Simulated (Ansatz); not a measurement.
# GeH4: the cost of one run

Program: the Python package of Ansatz 0.2.0. Level of theory: PBE0/def2-TZVP. These are calculated values, not measurements.

**1. The structure**

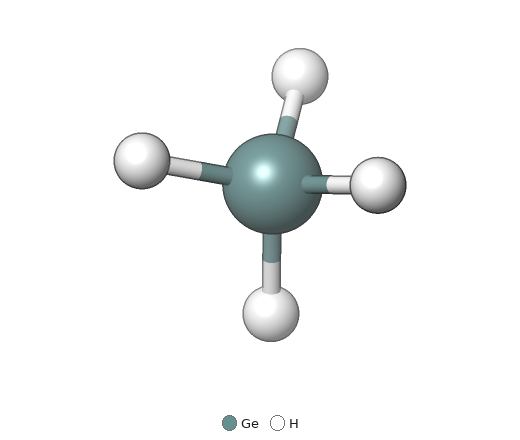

The structure that the script starts from, seen from a chosen angle (germanium teal, hydrogen white).

No structure file is read: the coordinates are typed or built in the script.

**2. Script**

Input file geh4.py:

```python
"""Vibrations and zero-point energy of GeH4."""

import itertools

import ansatz as az
from ase.data import atomic_numbers, covalent_radii
import numpy as np

system = (
    az.Crystal.molecule()
    .atom("Ge", (0.0, 0.0, 0.0))
    .atom("H", (-0.6257, -0.8936, -1.1014))
    .atom("H", (0.5799, -0.8956, 1.1245))
    .atom("H", (-1.0895, 0.9309, 0.591))
    .atom("H", (1.1354, 0.8583, -0.6141))
)

calculation = (
    system.calculation()
    .basis(gaussian="def2-TZVP")
    .functional("pbe0")
)
symbols = [site.symbol for site in system.cartesian_sites]
start = np.array([site.position_ang for site in system.cartesian_sites], dtype=float)
report = calculation.relax(force_tolerance=0.003, max_steps=100).run(threads=1, pin="off").report
end = np.array(report["positions_ang"])

# pairs closer than 1.2 times the sum of covalent radii, before or after
radius = [covalent_radii[atomic_numbers[s]] for s in symbols]
span = lambda where, i, j: np.linalg.norm(where[i] - where[j])
bonded = [(i, j) for i, j in itertools.combinations(range(len(symbols)), 2) if min(span(start, i, j), span(end, i, j)) < 1.2 * (radius[i] + radius[j])]
print("pair        before    after (A)")
for i, j in bonded:
    print(f"{symbols[i]}{i}-{symbols[j]}{j}".ljust(10), f"{span(start, i, j):8.4f} {span(end, i, j):8.4f}")
for first, second in list(itertools.combinations(bonded, 2)):
    shared = set(first) & set(second)
    if shared and symbols[(j := shared.pop())] != "H":
        i, k = sorted((set(first) | set(second)) - {j})
        u, v = end[i] - end[j], end[k] - end[j]
        angle = np.degrees(np.arccos(np.clip(u @ v / np.linalg.norm(u) / np.linalg.norm(v), -1, 1)))
        print(f"final angle {symbols[i]}{i}-{symbols[j]}{j}-{symbols[k]}{k}: {angle:.2f} deg")

# frequencies need a stationary point, so they are taken at the relaxed geometry
minimum = az.Crystal.molecule()
for symbol, place in zip(symbols, end):
    minimum = minimum.atom(symbol, place.tolist())
vibrating = minimum.calculation()
vibrating = vibrating.basis(gaussian="def2-TZVP")
vibrating = vibrating.functional("pbe0")
vibrating = vibrating.phonons(temperatures=(100, 500, 100))
vib = vibrating.run(threads=1, pin="off").report["vibrations"]
sums = vib["harmonic_sums"]
modes = [m["omega_inv_cm"] for m in sums["modes_at_gamma"] if m["rigid_motion"] == "no"]
print("frequencies (1/cm):", " ".join(f"{w:.0f}" for w in modes))
print("imaginary modes:", sum(w < 0 for w in modes), " zero-point energy:", round(sums["zero_point_energy_ev"], 4), "eV")
print("T (K)   F_vib (eV)   S_vib (meV/K)   C_vib (meV/K)")
for row in zip(sums["temperatures_k"], sums["vibrational_free_energy_ev"], vib["entropy_ev_per_k"], vib["heat_capacity_ev_per_k"]):
    print(f"{row[0]:6.1f} {row[1]:11.4f} {1000 * row[2]:13.4f} {1000 * row[3]:15.4f}")
```

**3. What the engine is handed**

The engine receives this input (first run):

```yaml
crystal:
  periodic: [false, false, false]
  atoms:
    - { symbol: Ge, position_ang: [0.0, 0.0, 0.0] }
    - { symbol: H, position_ang: [-0.6257, -0.8936, -1.1014] }
    - { symbol: H, position_ang: [0.5799, -0.8956, 1.1245] }
    - { symbol: H, position_ang: [-1.0895, 0.9309, 0.591] }
    - { symbol: H, position_ang: [1.1354, 0.8583, -0.6141] }
basis:
  gaussian:
    orbitals: def2-TZVP
hamiltonian:
  xc: pbe0
relax:
  f_tol: 0.003
  max_steps: 100
```

**4. Running it**

Launch:

```console
> python geh4.py
```

What time and memory should one allow on 1 thread of Arm Neoverse V1, shared host?

About 23 s, with a peak of 0.2 GiB.
